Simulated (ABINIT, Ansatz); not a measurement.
# SnO (P6_3/mmc): zone-centre phonons, part 3 of 3

Wanted: the vibrations of SnO (P6_3/mmc) at Γ, by two programs.

ABINIT 10.8.3; DFT LDA, scalar-relativistic, plane waves, PseudoDojo norm-conserving pseudopotentials.

So far. Step 5 (Ground state): The cell stands at -0.63 GPa: the relaxation ran with a smoothed and higher cutoff, and the difference is a stress of the finite basis. Step 6 (Zone-centre response): The acoustic modes at Γ come out as far as 2.3 cm⁻¹ from zero, where they should vanish, a small numerical error. The lowest optical mode is imaginary, 247i cm⁻¹, an instability at this level and on this k mesh. The relaxed cell has a = 3.323, c = 6.423 Å (conventional setting).

The structure was built from a prototype and need not be the compound's stable phase.

## (7) Zone-centre analysis

anaddb reads the merged derivatives and imposes the acoustic sum rule.

Input file anaddb.abi:

```
ddb_filepath "gamma_DDB"
output_file "anaddb.abo"
outdata_prefix "anaddb"
asr 1
chneut 1
enunit 2
eivec 1
nph1l 1
qph1l 0.0 0.0 0.0 1.0
```

Input file mrgddb.in:

```
gamma_DDB
merged
2
dfpt_gammao_DDB
gso_DDB
```

Run with:

```
mrgddb < mrgddb.in > mrgddb.log
OMP_NUM_THREADS=1 anaddb anaddb.abi > anaddb.log
```

anaddb.abo, the main output file:

```text
-outvars_anaddb: echo values of input variables ----------------------

 Miscellaneous information :
      enunit         2
       eivec         1
         asr         1
 First list of wavevector (reduced coord.) :
       nph1l         1
       qph1l
                     0.00000000E+00  0.00000000E+00  0.00000000E+00    1.000E+00

================================================================================

 read the DDB information and perform some checks

  ==== Info on the Cryst% object ====
 Real(R)+Recip(G) space primitive vectors, cartesian coordinates (Bohr,Bohr^-1):
 R(1)=  6.2801713 -0.0000053  0.0000000  G(1)=  0.1592314  0.0919321  0.0000000
 R(2)= -3.1400811  5.4387905  0.0000000  G(2)=  0.0000002  0.1838645  0.0000000
 R(3)=  0.0000000  0.0000000 12.1378405  G(3)=  0.0000000  0.0000000  0.0823870
 Unit cell volume ucvol=  4.1458639E+02 bohr^3
 Angles (23,13,12)=  9.00000000E+01  9.00000000E+01  1.20000000E+02 degrees
 Time-reversal symmetry is present
 Reduced atomic positions [iatom, xred, symbol]:
    1)    0.0000000  0.0000000  0.0000000  Sn
    2)    0.0000000  0.0000000  0.5000000  Sn
    3)    0.3333333  0.6666667  0.2500000   O
    4)    0.6666667  0.3333333  0.7500000   O

 DDB file with 3 blocks has been read.

================================================================================

 Treat the first list of vectors

  Phonon wavevector (reduced coordinates) :  0.00000  0.00000  0.00000
 Phonon energies in Hartree :
  -1.123462E-03 -3.821366E-04 -3.821366E-04 -2.697385E-04 -2.697385E-04
   0.000000E+00  0.000000E+00  0.000000E+00  7.049530E-04  7.375228E-04
   7.375228E-04  9.682527E-04
 Phonon energies in meV     :
- -3.057097E+01 -1.039847E+01 -1.039847E+01 -7.339958E+00 -7.339958E+00
-  0.000000E+00  0.000000E+00  0.000000E+00  1.918275E+01  2.006902E+01
-  2.006902E+01  2.634750E+01
 Phonon frequencies in cm-1    :
- -2.465715E+02 -8.386930E+01 -8.386930E+01 -5.920075E+01 -5.920075E+01
-  0.000000E+00  0.000000E+00  0.000000E+00  1.547193E+02  1.618675E+02
-  1.618675E+02  2.125069E+02
 Phonon frequencies in Thz     :
- -7.392027E+00 -2.514338E+00 -2.514338E+00 -1.774794E+00 -1.774794E+00
-  0.000000E+00  0.000000E+00  0.000000E+00  4.638368E+00  4.852667E+00
-  4.852667E+00  6.370797E+00
 Phonon energies in Kelvin  :
- -3.547614E+02 -1.206692E+02 -1.206692E+02 -8.517667E+01 -8.517667E+01
-  0.000000E+00  0.000000E+00  0.000000E+00  2.226065E+02  2.328913E+02
-  2.328913E+02  3.057500E+02

 Eigendisplacements
 (will be given, for each mode : in cartesian coordinates
   for each atom the real part of the displacement vector,
   then the imaginary part of the displacement vector - absolute values smaller than 1.0d-7 are set to zero)
  Mode number    1   Energy   -1.123462E-03
 Attention : low frequency mode.
   (Could be unstable or acoustic mode)
;  1  0.00000000E+00  0.00000000E+00  5.23858639E-04
;     0.00000000E+00  0.00000000E+00  0.00000000E+00
;  2  0.00000000E+00  0.00000000E+00  5.23858639E-04
;     0.00000000E+00  0.00000000E+00  0.00000000E+00
;  3  0.00000000E+00  0.00000000E+00 -3.88685032E-03
;     0.00000000E+00  0.00000000E+00  0.00000000E+00
;  4  0.00000000E+00  0.00000000E+00 -3.88685032E-03
;     0.00000000E+00  0.00000000E+00  0.00000000E+00
  Mode number    2   Energy   -3.821366E-04
 Attention : low frequency mode.
   (Could be unstable or acoustic mode)
-  1  5.18102271E-04  7.74745980E-05  0.00000000E+00
-     0.00000000E+00  0.00000000E+00  0.00000000E+00
-  2  5.18102271E-04  7.74745980E-05  0.00000000E+00
-     0.00000000E+00  0.00000000E+00  0.00000000E+00
-  3 -3.84410506E-03 -5.74829548E-04  0.00000000E+00
-     0.00000000E+00  0.00000000E+00  0.00000000E+00
-  4 -3.84410506E-03 -5.74829548E-04  0.00000000E+00
-     0.00000000E+00  0.00000000E+00  0.00000000E+00
  Mode number    3   Energy   -3.821366E-04
 Attention : low frequency mode.
   (Could be unstable or acoustic mode)
-  1  7.74745980E-05 -5.18102271E-04  0.00000000E+00
-     0.00000000E+00  0.00000000E+00  0.00000000E+00
-  2  7.74745980E-05 -5.18102271E-04  0.00000000E+00
-     0.00000000E+00  0.00000000E+00  0.00000000E+00
-  3 -5.74829548E-04  3.84410506E-03  0.00000000E+00
-     0.00000000E+00  0.00000000E+00  0.00000000E+00
-  4 -5.74829548E-04  3.84410506E-03  0.00000000E+00
-     0.00000000E+00  0.00000000E+00  0.00000000E+00
  Mode number    4   Energy   -2.697385E-04
 Attention : low frequency mode.
   (Could be unstable or acoustic mode)
-  1  1.49235679E-03  2.88893835E-04  0.00000000E+00
-     0.00000000E+00  0.00000000E+00  0.00000000E+00
-  2 -1.49235679E-03 -2.88893835E-04  0.00000000E+00
-     0.00000000E+00  0.00000000E+00  0.00000000E+00
-  3  0.00000000E+00  0.00000000E+00  0.00000000E+00
-     0.00000000E+00  0.00000000E+00  0.00000000E+00
-  4  0.00000000E+00  0.00000000E+00  0.00000000E+00
-     0.00000000E+00  0.00000000E+00  0.00000000E+00
  Mode number    5   Energy   -2.697385E-04
 Attention : low frequency mode.
   (Could be unstable or acoustic mode)
-  1  2.88893835E-04 -1.49235679E-03  0.00000000E+00
-     0.00000000E+00  0.00000000E+00  0.00000000E+00
-  2 -2.88893835E-04  1.49235679E-03  0.00000000E+00
-     0.00000000E+00  0.00000000E+00  0.00000000E+00
-  3  0.00000000E+00  0.00000000E+00  0.00000000E+00
-     0.00000000E+00  0.00000000E+00  0.00000000E+00
-  4  0.00000000E+00  0.00000000E+00  0.00000000E+00
-     0.00000000E+00  0.00000000E+00  0.00000000E+00
  Mode number    6   Energy    0.000000E+00
 Attention : low frequency mode.
   (Could be unstable or acoustic mode)
-  1  0.00000000E+00  0.00000000E+00 -1.42694098E-03
-     0.00000000E+00  0.00000000E+00  0.00000000E+00
-  2  0.00000000E+00  0.00000000E+00 -1.42694098E-03
-     0.00000000E+00  0.00000000E+00  0.00000000E+00
-  3  0.00000000E+00  0.00000000E+00 -1.42694066E-03
-     0.00000000E+00  0.00000000E+00  0.00000000E+00
-  4  0.00000000E+00  0.00000000E+00 -1.42694066E-03
-     0.00000000E+00  0.00000000E+00  0.00000000E+00
  Mode number    7   Energy    0.000000E+00
 Attention : low frequency mode.
   (Could be unstable or acoustic mode)
-  1  0.00000000E+00  1.42693944E-03  0.00000000E+00
-     0.00000000E+00  0.00000000E+00  0.00000000E+00
-  2  0.00000000E+00  1.42693944E-03  0.00000000E+00
-     0.00000000E+00  0.00000000E+00  0.00000000E+00
-  3  0.00000000E+00  1.42695211E-03  0.00000000E+00
-     0.00000000E+00  0.00000000E+00  0.00000000E+00
-  4  0.00000000E+00  1.42695211E-03  0.00000000E+00
-     0.00000000E+00  0.00000000E+00  0.00000000E+00
  Mode number    8   Energy    0.000000E+00
 Attention : low frequency mode.
   (Could be unstable or acoustic mode)
-  1  1.42693944E-03  0.00000000E+00  0.00000000E+00
-     0.00000000E+00  0.00000000E+00  0.00000000E+00
-  2  1.42693944E-03  0.00000000E+00  0.00000000E+00
-     0.00000000E+00  0.00000000E+00  0.00000000E+00
-  3  1.42695211E-03  0.00000000E+00  0.00000000E+00
-     0.00000000E+00  0.00000000E+00  0.00000000E+00
-  4  1.42695211E-03  0.00000000E+00  0.00000000E+00
-     0.00000000E+00  0.00000000E+00  0.00000000E+00
  Mode number    9   Energy    7.049530E-04
;  1  0.00000000E+00  0.00000000E+00  0.00000000E+00
;     0.00000000E+00  0.00000000E+00  0.00000000E+00
;  2  0.00000000E+00  0.00000000E+00  0.00000000E+00
;     0.00000000E+00  0.00000000E+00  0.00000000E+00
;  3  0.00000000E+00  0.00000000E+00  4.14050299E-03
;     0.00000000E+00  0.00000000E+00  0.00000000E+00
;  4  0.00000000E+00  0.00000000E+00 -4.14050299E-03
;     0.00000000E+00  0.00000000E+00  0.00000000E+00
  Mode number   10   Energy    7.375228E-04
-  1  0.00000000E+00  0.00000000E+00  0.00000000E+00
-     0.00000000E+00  0.00000000E+00  0.00000000E+00
-  2  0.00000000E+00  0.00000000E+00  0.00000000E+00
-     0.00000000E+00  0.00000000E+00  0.00000000E+00
-  3  4.76808870E-04 -4.11295737E-03  0.00000000E+00
-     0.00000000E+00  0.00000000E+00  0.00000000E+00
-  4 -4.76808870E-04  4.11295737E-03  0.00000000E+00
-     0.00000000E+00  0.00000000E+00  0.00000000E+00
  Mode number   11   Energy    7.375228E-04
-  1  0.00000000E+00  0.00000000E+00  0.00000000E+00
-     0.00000000E+00  0.00000000E+00  0.00000000E+00
-  2  0.00000000E+00  0.00000000E+00  0.00000000E+00
-     0.00000000E+00  0.00000000E+00  0.00000000E+00
-  3  4.11295737E-03  4.76808870E-04  0.00000000E+00
-     0.00000000E+00  0.00000000E+00  0.00000000E+00
-  4 -4.11295737E-03 -4.76808870E-04  0.00000000E+00
-     0.00000000E+00  0.00000000E+00  0.00000000E+00
  Mode number   12   Energy    9.682527E-04
;  1  0.00000000E+00  0.00000000E+00  1.52006199E-03
;     0.00000000E+00  0.00000000E+00  0.00000000E+00
;  2  0.00000000E+00  0.00000000E+00 -1.52006199E-03
;     0.00000000E+00  0.00000000E+00  0.00000000E+00
;  3  0.00000000E+00  0.00000000E+00  0.00000000E+00
;     0.00000000E+00  0.00000000E+00  0.00000000E+00
;  4  0.00000000E+00  0.00000000E+00  0.00000000E+00
;     0.00000000E+00  0.00000000E+00  0.00000000E+00

 Analysis of degeneracies and characters (maximum tolerance=1.00E-06 a.u.)
 For each vibration mode, or group of modes if degenerate,
 the characters are given for each symmetry operation (see the list in the log file).
 Symmetry characters of vibration mode #   1
  1.0 -1.0  1.0 -1.0  1.0 -1.0  1.0 -1.0  1.0 -1.0  1.0 -1.0  1.0 -1.0  1.0 -1.0
  1.0 -1.0  1.0 -1.0  1.0 -1.0  1.0 -1.0
 Symmetry characters of vibration mode #   2
        degenerate with vibration mode #   3
  2.0 -2.0  0.0 -0.0  1.0 -1.0  0.0 -0.0 -1.0  1.0  0.0 -0.0 -2.0  2.0 -0.0  0.0
 -1.0  1.0 -0.0  0.0  1.0 -1.0 -0.0  0.0
 Symmetry characters of vibration mode #   4
        degenerate with vibration mode #   5
  2.0 -2.0  0.0 -0.0 -1.0  1.0  0.0  0.0 -1.0  1.0 -0.0  0.0  2.0 -2.0  0.0 -0.0
 -1.0  1.0 -0.0  0.0 -1.0  1.0 -0.0  0.0
 Symmetry characters of vibration mode #   6
       degenerate with vibration modes #   7 to    8
  3.0 -3.0  1.0 -1.0  2.0 -2.0  1.0 -1.0  0.0 -0.0  1.0 -1.0 -1.0  1.0  1.0 -1.0
  0.0 -0.0  1.0 -1.0  2.0 -2.0  1.0 -1.0
 Symmetry characters of vibration mode #   9
  1.0  1.0 -1.0 -1.0 -1.0 -1.0  1.0  1.0  1.0  1.0 -1.0 -1.0 -1.0 -1.0  1.0  1.0
  1.0  1.0 -1.0 -1.0 -1.0 -1.0  1.0  1.0
 Symmetry characters of vibration mode #  10
        degenerate with vibration mode #  11
  2.0  2.0 -0.0 -0.0 -1.0 -1.0 -0.0 -0.0 -1.0 -1.0  0.0  0.0  2.0  2.0 -0.0 -0.0
 -1.0 -1.0 -0.0 -0.0 -1.0 -1.0  0.0  0.0
 Symmetry characters of vibration mode #  12
  1.0 -1.0 -1.0  1.0 -1.0  1.0  1.0 -1.0  1.0 -1.0 -1.0  1.0 -1.0  1.0  1.0 -1.0
  1.0 -1.0 -1.0  1.0 -1.0  1.0  1.0 -1.0
-
```

Run time: 0.51 s. Hardware: 1 thread of Arm Neoverse V1, shared host.

No LO-TO term; unit eigenvectors of the mass-weighted matrix, from anaddb's displacements. The modes at Γ (shares of kinetic energy by element, %) (negative means imaginary):

```tsv
mode	frequency (cm⁻¹)	Sn %	O %
1	-246.6	12	88
2	-83.9	12	88
3	-83.9	12	88
4	-59.2	100	0
5	-59.2	100	0
6	0.0	88	12
7	0.0	88	12
8	0.0	88	12
9	154.7	0	100
10	161.9	0	100
11	161.9	0	100
12	212.5	100	0
```

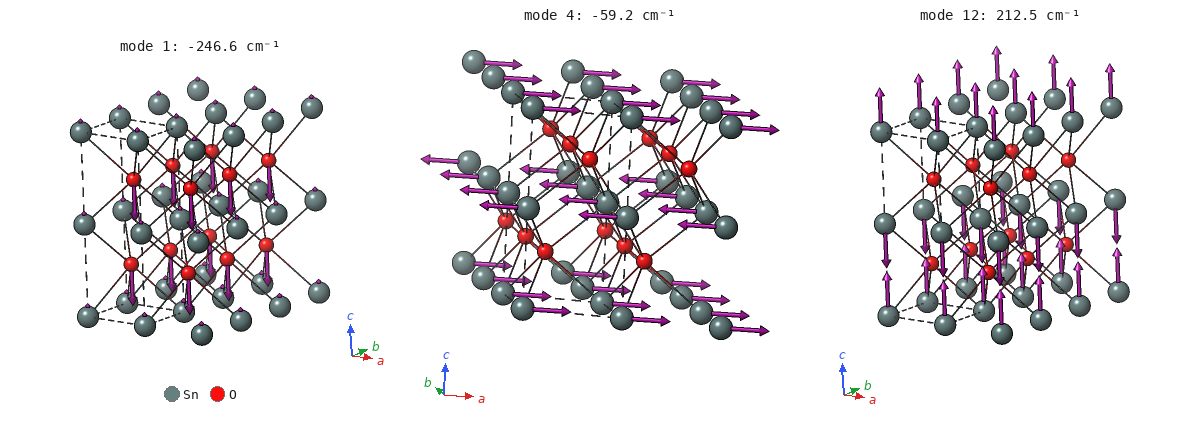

Displacement patterns of modes 1, 4 and 12 at Γ; arrows are exaggerated. Bonds to atoms that aren't drawn are left out. 2×3×1 cells are drawn. Some periodic images of atoms are drawn too.

The rule moves no optical mode by more than 0.3 cm⁻¹.

## (8) Cross-check with Ansatz

The same cell goes through another code at the same cutoff. The files are of one family, but Ansatz's library holds files of its own making for some heavy elements, so those for Sn may differ.

This step: DFT LDA, scalar-relativistic, plane waves, norm-conserving pseudopotentials of its library (PseudoDojo's, some remade) (Ansatz 0.2.0).

Input file input.yaml:

```yaml
crystal:
  lattice:
    - [3.3233235342, -2.798e-06, 0.0]
    - [-1.661659344, 2.8780840046, 0.0]
    - [0.0, 0.0, 6.4230685711]
  atoms:
    - { symbol: Sn, position: [0.0, 0.0, 0.0] }
    - { symbol: Sn, position: [0.0, 0.0, 0.5] }
    - { symbol: O, position: [0.3333333333, 0.6666666667, 0.25] }
    - { symbol: O, position: [0.6666666667, 0.3333333333, 0.75] }
kpoints:
  mp_grid: { grid: [12, 12, 6] }
hamiltonian:
  xc: lda
  pseudopotentials: { kind: nc, accuracy: standard }
scf:
  occupations: { method: fermi_dirac, width: 0.27211 }
output:
  eigenvalues: true
basis:
  ecutwfc: 979.61
phonons:
  method: dfpt
```

Run with:

```
ansatz run input.yaml --threads 8 --pin off --max-ram 16384MiB --backend cpu --events-out ev --progress --plain --runs-dir out
```

The program printed:

```text
Warning: basis.ecutwfc = 979.61 eV is below the records' recommended 1142.878222 eV, and the density's cutoff is lower with it unless basis.ecutrho_ratio is high enough to keep the records' density cutoff: compare with a run at a higher cutoff
band count auto-derived: 26 (N_el = 40.0; filled up to band 20; 24 by the electrons, moments and atoms)
Engine: ansatz 0.2.0, aarch64-unknown-linux-gnu
Pseudopotentials: kind: nc
Pseudopotential: Sn, nc, valence charge 14, recommended cutoff 979.609905 eV (normal), Sn.nc.azcp (PseudoDojo's, or run here from an input of PseudoDojo's; its table is named by hamiltonian.pseudopotentials.accuracy)
Pseudopotential: O, nc, valence charge 6, recommended cutoff 1142.878222 eV (normal), O.nc.azcp (PseudoDojo's, or run here from an input of PseudoDojo's; its table is named by hamiltonian.pseudopotentials.accuracy)
Functional definition: SPW92
  exchange = slater_x
  correlation = pw_c
Crystal: 4 atoms, lattice volume = 61.435 Å³
Basis set: ecut = 979.61 eV, 4311 PW (Γ), exchange–correlation on 72×72×144 points (8 copies of the dense FFT grid, shifted against one another)
Bands: 26, of which v1, the nominal top of the filled ones, is band 20 counted from 1 (19 counted from 0)
Symmetry: 24 space group operations
k-points: 242 of 864 (irreducible under 2 space group operations, time reversal used)
Non-local potential: Sn, projectors of the file, l = 0: 2, l = 1: 2, l = 2: 2
Non-local potential: O, projectors of the file, l = 0: 2, l = 1: 2, l = 2: 1
Initial density: superposition of atomic densities (chi_scale 0.1, normalization cell, long waves kept (reshape's long-wave potential 0.00 eV rms))
Initial wavefunctions: pseudopotential atomic-orbital guess
Functional: x = slater, c = lda
SCF iter   1: F=—  HF=-5174.078851 eV  |F-HF|=—  |Δ(HF+E_count)|=         —  Δρ=5.32e-2  dr2=1.20e0  ethr=3.10e-3  ⟨swp⟩=5.3  Hψ=25154  notcnv=0
preconditioner: auto → Kerker (q_TF=auto, 2.540 Å⁻¹)  [metal: Δε(μ)=0.059 eV  Ē_g=18.853 eV  σ=0.272 eV  W_gap=0.05  n_scr=22 (ndim 8)  ℏωp=30.0 eV  f_vac=0.000  D(μ)=0.79/eV (n_scr^D=2)]
SCF iter   2: F=—  HF=-5173.773806 eV  |F-HF|=—  |Δ(HF+E_count)|=   3.05e-1  Δρ=1.96e-2  dr2=2.41e-1  ethr=3.01e-3  ⟨swp⟩=2.7  Hψ=10854  notcnv=0
SCF iter   3: F=—  HF=-5173.708689 eV  |F-HF|=—  |Δ(HF+E_count)|=   6.51e-2  Δρ=1.03e-2  dr2=6.46e-2  ethr=6.03e-4  ⟨swp⟩=2.0  Hψ=10851  notcnv=0
SCF iter   4: F=—  HF=-5173.686150 eV  |F-HF|=—  |Δ(HF+E_count)|=   2.25e-2  Δρ=2.35e-3  dr2=4.66e-3  ethr=1.61e-4  ⟨swp⟩=2.2  Hψ=11024  notcnv=0
SCF iter   5: F=—  HF=-5173.685216 eV  |F-HF|=—  |Δ(HF+E_count)|=   9.34e-4  Δρ=5.81e-4  dr2=2.42e-4  ethr=1.17e-5  ⟨swp⟩=2.1  Hψ=8937  notcnv=0
SCF iter   6: F=—  HF=-5173.685227 eV  |F-HF|=—  |Δ(HF+E_count)|=   1.15e-5  Δρ=1.19e-4  dr2=6.58e-6  ethr=6.06e-7  ⟨swp⟩=1.0  Hψ=6314  notcnv=0
SCF iter   7: F=—  HF=-5173.685218 eV  |F-HF|=—  |Δ(HF+E_count)|=   9.31e-6  Δρ=2.43e-5  dr2=1.94e-7  ethr=1.64e-8  ⟨swp⟩=2.7  Hψ=11182  notcnv=0
SCF iter   8: F=—  HF=-5173.685201 eV  |F-HF|=—  |Δ(HF+E_count)|=   1.73e-5  Δρ=3.03e-6  dr2=4.51e-9  ethr=4.84e-10  ⟨swp⟩=2.0  Hψ=10168  notcnv=0
SCF iter   9: F=—  HF=-5173.685201 eV  |F-HF|=—  |Δ(HF+E_count)|=   1.76e-9  Δρ=5.83e-7  dr2=2.80e-10  ethr=1.13e-11  ⟨swp⟩=3.0  Hψ=13336  notcnv=0
SCF iter  10: F=-5173.685201 eV  HF=-5173.685201 eV  |F-HF|=3.64e-12  |Δ(HF+E_count)|=  5.09e-11  Δρ=1.05e-7  dr2=9.10e-12  ethr=1.00e-12  ⟨swp⟩=5.9  Hψ=36360  notcnv=0
the search or the solves at the SCF's close seem to have found levels that the self-consistency loop had missed (the run counts 3). By its estimate they hold under 1e-12 electrons; where the run keeps them, the occupations were computed again with them
SCF 1 converged in 10 iterations: F = -5173.685201 eV  dr2 = 9.10e-12
DFPT response loops at Γ: preconditioner auto → Kerker (q_TF=auto, 2.540 Å⁻¹) (partly filled bands, converged f_vac=0.000); β = 1.00, the filter's whole step (`scf.mixing.beta` (0.50) is not read by the response loops under this deck's `scf.mixing.preconditioner`; to damp them name `kerker` or `kerker_dos`, under which they read `scf.mixing.beta`, and type it under 1.00, their step now; both keys bind the ground state too); Broyden in place of MSR1
SCF converged after 10 iterations
Free energy (F): -5173.685201 eV
Harris-Foulkes:  -5173.685201 eV  (|F-HF|=3.64e-12)
Internal energy: -5173.500523 eV  (E = F + TS)
E sigma→0 (E₀):  -5173.592862 eV
Entropy (-TS):   -0.184678 eV (-46.169 meV/atom)
Fermi energy:    11.837186 eV
--- Per-component energies (eV) ---
  E_band       = -105.202966
  E_kinetic    = 3143.475905
  E_local      = -2962.521436  (includes V_loc(G=0)·N_el)
  E_nonlocal   = -1349.980810
  E_hartree    = 999.372996
  E_xc         = -1404.272866
  E_vxc        = -934.922644  (∫ρ·V_xc dr)
  E_ewald      = -3599.574312
  E_smearing   = -0.184678  (= −TS)
  E_closure    = -0.000000  (closes the sum)
  Σ components = -5173.685201   (vs F -5173.685201, Δ=0.00e0)
--- Band table (eV; the first three rows and the last of 242) ---
  k-point 0: bands = [... 16 lower, 8.5927, 8.8235, 8.8235, 11.3755, 12.3512, 18.3470, 18.3470, 18.8626, ... 2 higher]
  k-point 1: bands = [... 16 lower, 8.6087, 8.8087, 8.8087, 10.8992, 12.8688, 17.5954, 18.4007, 18.4007, ... 2 higher]
  k-point 2: bands = [... 16 lower, 8.6523, 8.7677, 8.7677, 10.1243, 13.7798, 16.1536, 18.5643, 18.5643, ... 2 higher]
  k-point 241: bands = [... 16 lower, 7.7571, 7.7571, 10.4054, 10.4054, 12.9518, 12.9518, 15.5280, 15.5280, ... 2 higher]
--- Phonons (Γ-DFPT): 4 representative perturbations + reference, on 242 of 864 k-points (Σ response iterations 13) ---
  k mesh reduced under 2 symmetry operations, with k and −k counted as one. Each operation leaves every solved perturbation unchanged. A smaller set is not used because it would not reduce the number of displacements times k-points to solve
  ASR residual: 6.432e-4 → 0.000e0 eV/Å²; symmetrization residual: 1.083e-4 eV/Å²
  ASR residual per site (eV/Å²): 5.16e-5 5.16e-5 6.43e-4 6.43e-4
  Γ frequencies (cm⁻¹): -246.56 -83.86 -83.86 -59.20 -59.20 0.00 0.00 0.00 154.74 161.91 161.91 212.51
  non-analytic LO–TO correction: not included (Born effective charges unavailable; polar crystals: no LO–TO splitting at Γ)
```

It took 73 s on 8 threads; peak memory 3.2 GiB.

Numbers from this step:

```
sum-rule residual before enforcement : 6.43e-4 eV/Å²
```

## (9) The two compared: ABINIT PseudoDojo and Ansatz, library NC

Numbers from this step:

| Item | Value |
| --- | --- |
| root-mean-square difference | 0.02 cm⁻¹ |
| largest difference | 0.04 cm⁻¹ |

Frequencies side by side, by row:

```tsv
q (reciprocal lattice)	mode	ABINIT PseudoDojo (cm⁻¹)	Ansatz, library NC (cm⁻¹)
0 0 0	1	-246.6	-246.6
0 0 0	2	-83.87	-83.86
0 0 0	3	-83.87	-83.86
0 0 0	4	-59.2	-59.2
0 0 0	5	-59.2	-59.2
0 0 0	6	0	0
0 0 0	7	0	0
0 0 0	8	0	0
0 0 0	9	154.7	154.7
0 0 0	10	161.9	161.9
0 0 0	11	161.9	161.9
0 0 0	12	212.5	212.5
```

At the zone centre the largest difference (acoustic modes at Γ apart) is 0.02 % of the highest mode.

## (10) Outcome

```yaml
space_group_after_relaxation: P6_3/mmc
volume_per_atom: 15.4 Å³
highest_optical_zone_centre_mode_no_lo_to_term: 212.5 cm⁻¹
lowest_optical_zone_centre_mode: -246.6 cm⁻¹
imaginary_optical_modes_at_the_zone_centre_no_q_mesh_in_this_session: yes
largest_difference_from_ansatz_library_nc: 0.04 cm⁻¹
```

**Reading.** At the LDA level the optical modes of SnO (P6_3/mmc) at the zone centre run from 247i to 213 cm⁻¹, so the structure is a saddle point, with 5 modes beyond 10i cm⁻¹ there. The base run prints -0.63 GPa, mostly the error of a finite basis; the relaxation, with a smoothed and higher cutoff, had brought the cell to rest. ABINIT PseudoDojo and Ansatz, library NC agree to 0.04 cm⁻¹ (0.02 % of the highest mode compared) on all solved modes but the acoustic ones at Γ, without the LO-TO term. These are harmonic frequencies: anharmonic shifts and widths and the lattice's thermal expansion are left out. The Fermi-Dirac smearing of 0.01 Ha is an electronic temperature of 3158 K, which adds a pressure of its own and can shift the volume and soft modes. In a metal the frequencies hang on the k mesh and the smearing, most of all near Kohn anomalies. The published file for Sn has no f projectors, which tends to make oxide cells too large. Ansatz warns that the cutoff lies 14 % under the one recommended for these files; agreement at one cutoff is not convergence. The structure is a hypothetical one, built on a prototype.

[Host names and launcher messages were left out of these logs when they were recorded.]

[Logs are printed without paths, hosts, clocks, repeated set-up lines and the standing remarks that a program may print on its own settings, such as how far it seeks lower states.]

[Hosts, paths, dates, database ids (printed as entryN), source tags and the programs' standing remarks are cut or masked in the printed files.]
